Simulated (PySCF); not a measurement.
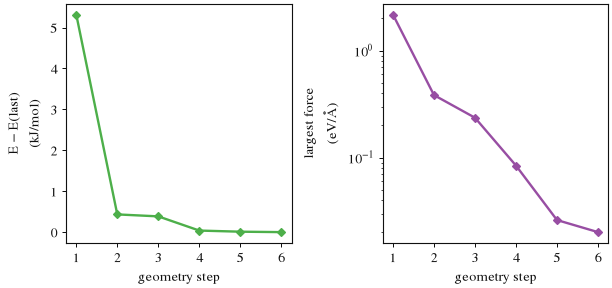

History of a geometry optimisation.

The run: C$_{4}$H$_{5}$NS (SMILES Nc1ccsc1), by PySCF 2.14.0, density fitting, PBE0-D3(BJ)/def2-SVP, geometry optimisation.

**How did the optimisation end?**

The optimisation met its thresholds at geometry 6, counting the start as the first. The energy fell by about 5.3 kJ/mol from the first step to the last. The largest force goes from about 2.2 eV/Å at the start to 0.02 eV/Å at the end.
